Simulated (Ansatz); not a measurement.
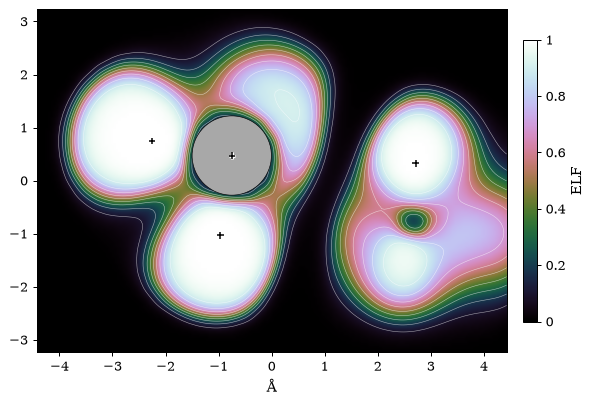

The electron localisation function on a plane through atoms (crosses mark nuclei in the plane; grey discs cover the cores).

All numbers below come from Ansatz 0.2.0, RKS PBE0-D4/def2-TZVPPD.

Candidates:
A. H₂S···AsH₃ (SMILES S.[AsH3])
B. H₂···H₄OSi (SMILES [H][H].[SiH3]O)
C. Cl···CH₃Cl (SMILES [Cl-].CCl) (charge −1)

Which candidate gave the map?

Candidate A: H₂S···AsH₃ on the plane of atoms H6, As4 and H7, which holds H and As. As–H (1.52 Å): the ELF climbs to about 1 towards the hydrogen, as it does in any bond to H.
